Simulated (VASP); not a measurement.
# MgS (Niningerite): Mg into a neighbouring Mg vacancy

Aim: the barrier for one hop in MgS (Niningerite): Mg into a neighbouring Mg vacancy. The start is a cell from a database of measured crystal structures.

Calculated with VASP 6.6.1; PBEsol; plane waves and PAW (S, Mg).

## 1. The host crystal

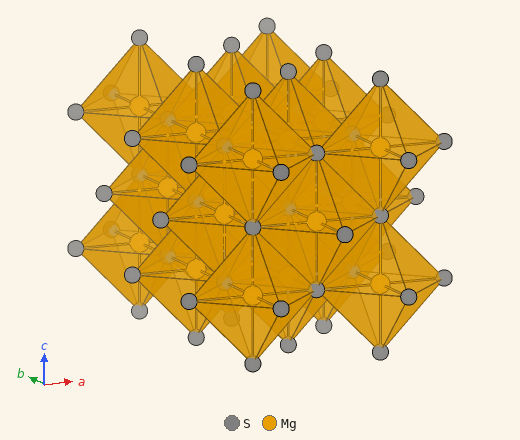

The starting structure, seen slightly off an axis (sulfur grey, magnesium orange). 1×2×1 cells are drawn. This picture shows the conventional cell, with its axes. Some periodic images of atoms are drawn too.

## 2. Relax the host

The later steps need the crystal at this functional's own lattice; a raised cutoff keeps the stress reliable while the cell changes.

INCAR reads:

```
SYSTEM = MgS
PREC = Accurate
ENCUT = 350
EDIFF = 1E-06
NELM = 120
ISMEAR = 0
SIGMA = 0.1
LREAL = .FALSE.
ALGO = Normal
GGA = PS
NBANDS = 10
LORBIT = 11
LWAVE = .FALSE.
LCHARG = .FALSE.
KPAR = 6
LASPH = .TRUE.
IBRION = 2
NSW = 40
ISIF = 3
EDIFFG = -0.02
POTIM = 0.4
```

POSCAR reads:

```
MgS
1.0
    0.0000000000      2.6016500000      2.6016500000
    2.6016500000      0.0000000000      2.6016500000
    2.6016500000      2.6016500000      0.0000000000
S Mg
1 1
Direct
    0.5000000000      0.5000000000      0.5000000000
    0.0000000000      0.0000000000      0.0000000000
```

KPOINTS reads:

```
Automatic mesh
0
Gamma
6 6 6
0 0 0
```

Potentials, in the order of the species: S and Mg (PBE family, release 64).

Launch:

```sh
$ mpirun -np 6 vasp_std
```

Output:

```text
[banner, memory and clock lines left out]
running    6 mpi-ranks, on    1 nodes
 distrk:  each k-point on    1 cores,    6 groups
 distr:  one band on    1 cores,    1 groups

 POSCAR found type information on POSCAR S Mg
 POSCAR found :  2 types and       2 ions
|                                                                             |
|           W    W    AA    RRRRR   N    N  II  N    N   GGGG   !!!           |
|           W    W   A  A   R    R  NN   N  II  NN   N  G    G  !!!           |
|           W    W  A    A  R    R  N N  N  II  N N  N  G       !!!           |
|           W WW W  AAAAAA  RRRRR   N  N N  II  N  N N  G  GGG   !            |
|           WW  WW  A    A  R   R   N   NN  II  N   NN  G    G                |
|           W    W  A    A  R    R  N    N  II  N    N   GGGG   !!!           |
|                                                                             |
|     For optimal performance we recommend to set                             |
|       NCORE = 2 up to number-of-cores-per-socket                            |
|     NCORE specifies how many cores store one orbital (NPAR=cpu/NCORE).      |
|     This setting can greatly improve the performance of VASP for DFT.       |
|     The default, NCORE=1 might be grossly inefficient on modern             |
|     multi-core architectures or massively parallel machines. Do your        |
|     Unfortunately you need to use the default for GW and RPA                |
|     calculations (for HF NCORE is supported but not extensively tested      |
|     yet).                                                                   |
|                                                                             |

|                                                                             |
|               ----> ADVICE to this user running VASP <----                  |
|                                                                             |
|     You enforced a specific xc type in the INCAR file but a different       |
|     [... a line on the potential file left out ...]
|     I HOPE YOU KNOW WHAT YOU ARE DOING!                                     |
|                                                                             |

 LDA part: xc-table for (Slater+PW92), standard interpolation
 POSCAR, INCAR and KPOINTS ok, starting setup
 FFT: planning ... GRIDC
 FFT: planning ... GRID_SOFT
 FFT: planning ... GRID
 WAVECAR not read
 entering main loop
       N       E                     dE             d eps       ncg     rms          rms(c)
DAV:   1     0.923602251734E+01    0.92360E+01   -0.31275E+03   368   0.466E+02
DAV:   2    -0.882277313147E+01   -0.18059E+02   -0.17440E+02   410   0.842E+01
DAV:   3    -0.943812375396E+01   -0.61535E+00   -0.61486E+00   378   0.161E+01
DAV:   4    -0.944145154971E+01   -0.33278E-02   -0.33276E-02   410   0.142E+00
DAV:   5    -0.944147458841E+01   -0.23039E-04   -0.23039E-04   396   0.108E-01    0.409E+00
DAV:   6    -0.911369118761E+01    0.32778E+00   -0.72741E-01   340   0.355E+00    0.308E+00
DAV:   7    -0.907260285388E+01    0.41088E-01   -0.18905E-01   372   0.196E+00    0.192E+00
DAV:   8    -0.906995161834E+01    0.26512E-02   -0.10247E-02   360   0.632E-01    0.749E-01
DAV:   9    -0.906974595095E+01    0.20567E-03   -0.50831E-04   352   0.135E-01    0.308E-01
DAV:  10    -0.906974108004E+01    0.48709E-05   -0.12113E-04   360   0.526E-02    0.260E-02
DAV:  11    -0.906974301980E+01   -0.19398E-05   -0.13882E-06   336   0.818E-03    0.165E-02
DAV:  12    -0.906974305200E+01   -0.32198E-07   -0.13267E-07   186   0.215E-03
   1 F= -.90697431E+01 E0= -.90697431E+01  d E =-.906974E+01
 curvature:   0.00 expect dE= 0.000E+00 dE for cont linesearch  0.000E+00
 trial: gam= 0.00000 g(F)=  0.179E-62 g(S)=  0.329E-02 ort = 0.000E+00 (trialstep = 0.100E+01)
 search vector abs. value=  0.329E-02
 bond charge predicted
       N       E                     dE             d eps       ncg     rms          rms(c)
DAV:   1    -0.907682147037E+01   -0.70785E-02   -0.10407E-01   324   0.175E+00    0.562E-01
DAV:   2    -0.907195164548E+01    0.48698E-02   -0.12460E-02   326   0.513E-01    0.188E-01
DAV:   3    -0.907143146200E+01    0.52018E-03   -0.29599E-03   354   0.264E-01    0.132E-01
DAV:   4    -0.907142457207E+01    0.68899E-05   -0.22905E-05   370   0.342E-02    0.114E-01
DAV:   5    -0.907141495388E+01    0.96182E-05   -0.11748E-05   338   0.211E-02    0.153E-02
DAV:   6    -0.907141443394E+01    0.51994E-06   -0.24731E-07   186   0.341E-03
   2 F= -.90714144E+01 E0= -.90714144E+01  d E =-.167138E-02
 trial-energy change:   -0.001671  1 .order   -0.001659   -0.003294   -0.000025
 step:   1.0075(harm=  1.0076)  dis= 0.00000  next Energy=    -9.071415 (dE=-0.167E-02)
 reached required accuracy - stopping structural energy minimisation
```

The job ended after 4 s (6 MPI ranks of Intel Xeon Platinum 8259CL at 2.50GHz (Skylake/Cascade Lake), shared host; peak memory 0.76 GiB).

The logs omit lines about the potential files and the build; timing stands in the text.

Parts of OUTCAR (step 2):

```text
ion  position               nearest neighbor table
   1  0.500  0.500  0.500-   2 2.60   2 2.60   2 2.60   2 2.60   2 2.60   2 2.60
   2  0.000  0.000  0.000-   1 2.60   1 2.60   1 2.60   1 2.60   1 2.60   1 2.60

  LATTYP: Found a face centered cubic cell.
 ALAT       =     5.2033000000

 Subroutine GETGRP returns: Found 48 space group operations
 (whereof 48 operations were pure point group operations)

The static configuration has the point symmetry O_h .

 Found     16 irreducible k-points:

   k-points           NKPTS =     16   k-points in BZ     NKDIM =     16   number of bands    NBANDS=     10

   dimension x,y,z NGX =    24 NGY =   24 NGZ =   24
   dimension x,y,z NGXF=    48 NGYF=   48 NGZF=   48

   ENCUT  =  350.0 eV  25.72 Ry    5.07 a.u.   5.61  5.61  5.61*2*pi/ulx,y,z

   NELECT =       8.0000    total number of electrons

 k-points in reciprocal lattice and weights: Automatic mesh
   0.00000000  0.00000000  0.00000000       0.005
   0.16666667  0.00000000  0.00000000       0.037
   0.33333333  0.00000000  0.00000000       0.037
   0.50000000  0.00000000  0.00000000       0.019
   0.16666667  0.16666667  0.00000000       0.028
   0.33333333  0.16666667  0.00000000       0.111
   0.50000000  0.16666667  0.00000000       0.111
  -0.33333333  0.16666667  0.00000000       0.111
  -0.16666667  0.16666667  0.00000000       0.056
[...]
-0.33333333  0.33333333  0.16666667       0.111
  -0.33333333  0.50000000  0.16666667       0.056

 average (electrostatic) potential at core
       1 -86.0861       2 -36.3944

 E-fermi :   4.2386

 k-point     1 :       0.0000    0.0000    0.0000
  band No.  band energies     occupation
      1      -8.9608      2.00000
      2       3.8031      2.00000
      3       3.8031      2.00000
      4       3.8031      2.00000
      5       7.5040      0.00000
      6      11.6472      0.00000
      7      11.6472      0.00000
      8      11.6472      0.00000
      9      14.1313      0.00000
    ...

 k-point     2 :       0.1667    0.0000    0.0000
  band No.  band energies     occupation
      1      -8.6880      2.00000
      2       2.1279      2.00000
      3       3.6261      2.00000
      4       3.6261      2.00000
      5       8.5874      0.00000
      6      11.3730      0.00000
      7      11.9328      0.00000
      8      11.9328      0.00000
      9      13.4106      0.00000
    ...

 k-point     3 :       0.3333    0.0000    0.0000
  band No.  band energies     occupation
      1      -8.0258      2.00000
      2      -0.1443      2.00000
      3       3.3213      2.00000
      4       3.3213      2.00000
      5       8.4736      0.00000
      6      11.0777      0.00000
      7      11.0777      0.00000
      8      13.2080      0.00000
      9      15.2835      0.00000
    ...

  Total       -0.0018042     -0.0018042     -0.0018042      0.0000000     -0.0000000      0.0000000
  in kB       -0.0832219     -0.0832219     -0.0832219      0.0000000     -0.0000000      0.0000000
  external PRESSURE =      -0.0832219 kB  Pullay stress =       0.0000000 kB

  energy-cutoff  :      350.00
  volume of cell :       34.73
      direct lattice vectors                 reciprocal lattice vectors
    -0.000000000  2.589674884  2.589674884    -0.193074429  0.193074429  0.193074429
     2.589674884  0.000000000  2.589674884     0.193074429 -0.193074429  0.193074429
     2.589674884  2.589674884  0.000000000     0.193074429  0.193074429 -0.193074429

 POSITION                                       TOTAL-FORCE (eV/Angst)
 -----------------------------------------------------------------------------------
      2.58967      2.58967      2.58967        -0.000000     -0.000000      0.000000
      2.58967      0.00000      2.58967         0.000000      0.000000      0.000000
 -----------------------------------------------------------------------------------
    total drift:                               -0.000000     -0.000000      0.000000

  FREE ENERGIE OF THE ION-ELECTRON SYSTEM (eV)
  ---------------------------------------------------
  free  energy   TOTEN  =        -9.0714144339 eV

  energy  without entropy=       -9.0714144339  energy(sigma->0) =       -9.07141443

 reached required accuracy - stopping structural energy minimisation

 total charge
# of ion       s       p       d       tot
------------------------------------------
    1        1.308   2.485   0.000   3.793
    2        0.138   0.132   0.041   0.312
--------------------------------------------------
tot          1.447   2.617   0.041   4.105

[... 3 further parts left out ...]
```

CONTCAR:

```
MgS
   1.00000000000000
    -0.0000000000000000    2.5896748837012735    2.5896748837012735
     2.5896748837012735    0.0000000000000000    2.5896748837012735
     2.5896748837012735    2.5896748837012735    0.0000000000000000
  S               Mg
     1     1
Direct
     0.5000000000000000    0.5000000000000000    0.5000000000000000
     0.0000000000000000    1.0000000000000000    0.0000000000000000
```

The gap is read on the k-mesh alone, so it is an upper bound where the band edges lie off the mesh. The PAW data sets were made with PBE, which is usual practice but a small mismatch for other functionals. The run keeps the 48 symmetry operations of its start, so it cannot find a distortion of lower symmetry.

Relaxation path:

| step | energy less that of the first step (eV) | largest force (eV/Å) | pressure (GPa) | volume (Å³) |
| --- | --- | --- | --- | --- |
| 1 | 0.0000 | 0.0000 | -1.09 | 35.22 |
| 2 | -0.0017 | 0.0000 | -0.01 | 34.73 |

| conventional cell, symmetrised | before | after | change |
| --- | --- | --- | --- |
| a (Å) | 5.203 | 5.179 | -0.5 % |
| b (Å) | 5.203 | 5.179 | -0.5 % |
| c (Å) | 5.203 | 5.179 | -0.5 % |
| volume (Å³/atom) | 17.61 | 17.37 | -1.4 % |

The relaxed structure:

```xyz
2
Lattice="0.0000 2.5897 2.5897 2.5897 0.0000 2.5897 2.5897 2.5897 0.0000" Properties=species:S:1:pos:R:3 pbc="T T T"
S     2.5897    2.5897    2.5897
Mg    0.0000    0.0000    0.0000
```

This step gave:

```
electronic cycles              : 18
electrons                      : 8
free energy (TOTEN)            : -9.071 eV
Fermi energy                   : 4.239 eV
metallic                       : no
gap on the k-mesh              : 2.731 eV
least direct gap on the k-mesh : 3.701 eV
```

The run ended after 2 ionic steps, 0.002 eV below its first step, once forces and stress met EDIFFG = -0.02.

[end of part 1 of 6]

[Lines on the potential files, build, host, timing and source positions are cut from VASP's logs without a mark.]

[Logs are printed without paths, hosts, clocks, repeated set-up lines and the standing remarks that a program may print on its own settings, such as how far it seeks lower states.]

[Hosts, paths, dates, database ids (printed as entryN), source tags and the programs' standing remarks are cut or masked in the printed files.]

[Runs that stopped without an error message from VASP are left out.]
